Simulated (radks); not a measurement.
System: the neutral aluminium atom, configuration [Ne] 3s2 3p1 (high spin). It sits in a hard spherical wall of radius 1.5 bohr. Theory: non-relativistic Kohn-Sham, r2SCAN, spin-polarised, spherical densities, point nucleus (computed with the in-house radial solver radks).

```
Z 13
configuration [Ne] 3s2 3p1 4s0 3d0 4p0
relativity non-relativistic
functional r2scan,r2scan
spin polarised
nucleus point
wall 1.5 bohr
```

The run was one of a batch (task.json lists them), launched with:
```bash
python run_ks.py task.json out
```

Wanted: the number of electrons inside radius r (solid) and the radial density 4πr²ρ (dashed).

The count levels off at 13 electrons. Half of them lie within 0.532 bohr, 90 % within 1.09 bohr and 99 % within 1.33 bohr. The radial density has minima at 0.201 and 0.857 bohr, where the count stands at 2.2 and 9.8; these part the shells that the density resolves.

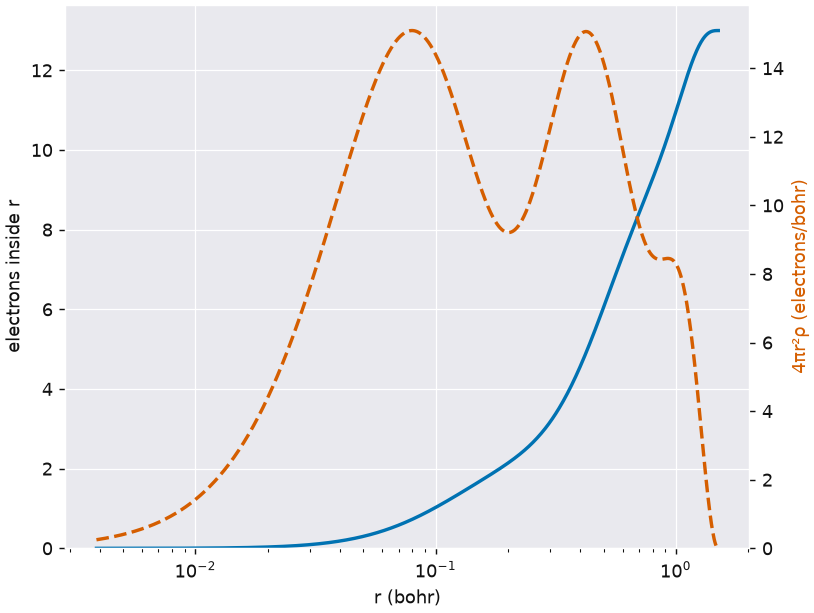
